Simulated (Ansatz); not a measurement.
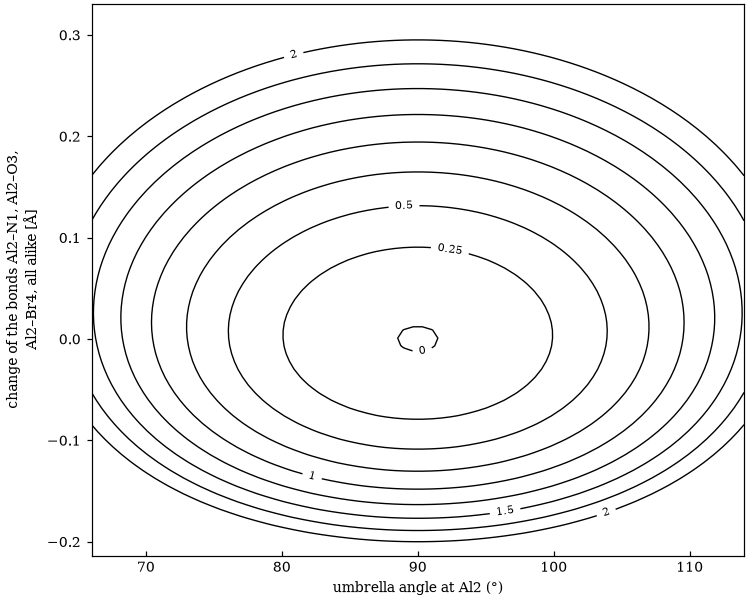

Energy landscape of AlBrH₂NO, SMILES [NH2][Al]([O-])[Br], charge −1. The first coordinate is: umbrella angle at Al2 (between each of its bonds and their common axis; 90 is planar); the second: change of the bonds Al2–N1, Al2–O3, Al2–Br4, all alike. Nothing is relaxed (all other coordinates rigid). The scan uses a 13 × 13 grid; 100 points were computed and 69 follow by symmetry. Points are written as (first, second). Energies are in eV, from the lowest grid point. These are results of RKS wB97M-V/def2-SVPD in Ansatz 0.2.0, not measurements.

Drawn: contour lines labelled in eV (none above 2). Between grid points the surface is interpolated. 

> Describe this landscape.

The lowest grid point is at (90°, 0.013 Å). It is the only kind of minimum in the scanned range. The highest grid point, (66°, −0.214 Å), lies 4.36 eV above the lowest. Round the minimum the two coordinates are nearly uncoupled.

Each point was launched as `ansatz run input.yaml --threads 1 --pin off --max-ram 2560MiB --backend cpu --events-out ev --progress --plain --runs-dir out`. Time for the 100 points that were run: 21 min on 1 thread of Intel(R) Xeon(R) 6975P-C (Granite Rapids) (shared host).
